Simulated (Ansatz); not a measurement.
**What Pb → Bi does to CsPbBr3**

Start from CsPbBr3 in the cubic perovskite structure (space group Pm-3m, No. 221; a = 5.938 Å).

The change: Bi takes the place of Pb on all its sites, then cell and atoms are relaxed.

Level of theory: r2SCAN (Ansatz, a first-principles code), without spin-orbit coupling. Γ-centred 8×8×8 mesh, Fermi–Dirac width 0.05 eV, for the changed cell.

| quantity | base | changed | shift |
|---|---|---|---|
| volume per atom | 41.87 Å³ | 41.15 Å³ | -0.72 Å³ |
| density | 4.60 g/cm³ | 4.69 g/cm³ | +0.09 g/cm³ |
| lattice parameter a | 5.938 Å | 5.903 Å | -0.0342 Å |
| space group | Pm-3m (No. 221) | Pm-3m (No. 221) | – |
| shortest interatomic distance | 2.969 Å | 2.952 Å | -0.017 Å |
| band gap | 2.03 eV | zero | – |

Final structure:

```yaml
crystal:
  lattice:
    - [5.90341, 0.00000, 0.00000]
    - [0.00000, 5.90341, 0.00000]
    - [0.00000, 0.00000, 5.90341]
  atoms:
    - { symbol: Cs, position: [0.00000, 0.00000, 0.00000] }
    - { symbol: Bi, position: [0.50000, 0.50000, 0.50000] }
    - { symbol: Br, position: [0.00000, 0.50000, 0.50000] }
    - { symbol: Br, position: [0.50000, 0.50000, 0.00000] }
    - { symbol: Br, position: [0.50000, 0.00000, 0.50000] }
```

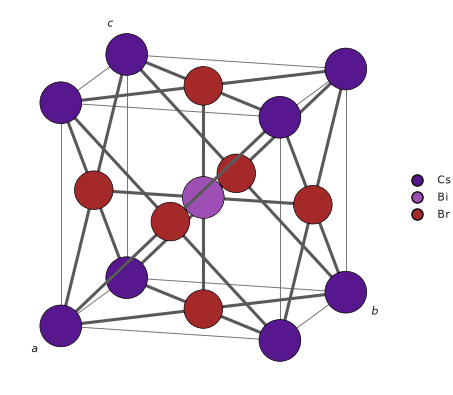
*The relaxed conventional cell after the change*

With Pb present, leaving out spin-orbit coupling can change the band edges. Stability against distortions was not tested. As relaxed here, CsBiBr3 is a hypothetical phase, not in the database extracts checked. All final runs are without spin polarisation. An odd electron count without spin: CsBiBr3. Many cubic perovskites are stable only at high temperature; tilts and polar distortions were not tested. This is not the structure that CsPbBr3 has at room temperature and ambient pressure.
